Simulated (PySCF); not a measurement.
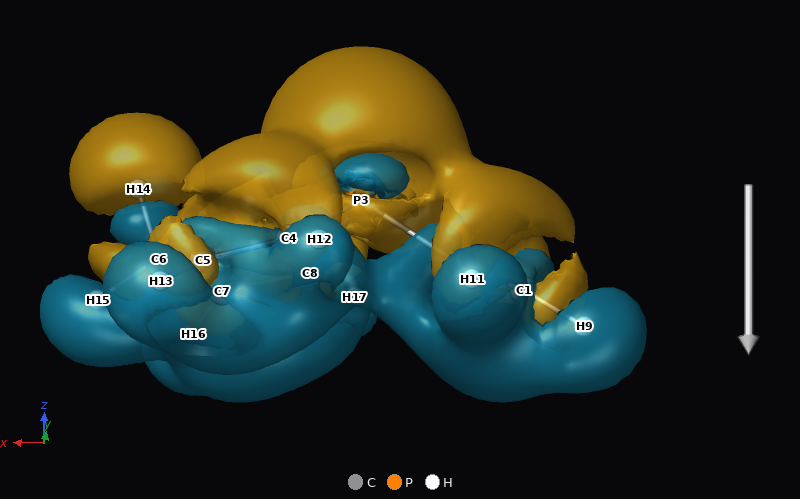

C₇H₉P, SMILES `C=CP1C=CCC=C1`. Change of the electron density in a uniform field of 0.41 V/Å along −z (arrow), surfaces at ±0.0015 e/Å³ (yellow: gain, teal: loss).

Method: TPSS/6-31+G*; geometry: GFN2-xTB; program: PySCF. No frequency check shows the geometry to be a minimum. The basis has diffuse s and p functions alone, which still leaves polarisabilities too small, most of all across bonds. GFN2-xTB bond lengths at metals and heavier atoms can be off by up to 0.1 Å and shapes distorted, which carries into these values.

> What dipole is induced, and what polarisability does it imply?

The induced dipole is 1.57 D (along the field); α along this axis, from the fields in both directions, is 77 bohr³ (11.3 Å³).

> Which atoms gain and lose the most charge?

Electrons gather most on P3 (Hirshfeld charge changes by −0.043 e) and leave H9 most (+0.009 e); 0.145 electrons are displaced in all.

Run time: 4 min on 1 thread of AMD EPYC (Zen 3), with other jobs on the host, peak memory 0.72 GiB.
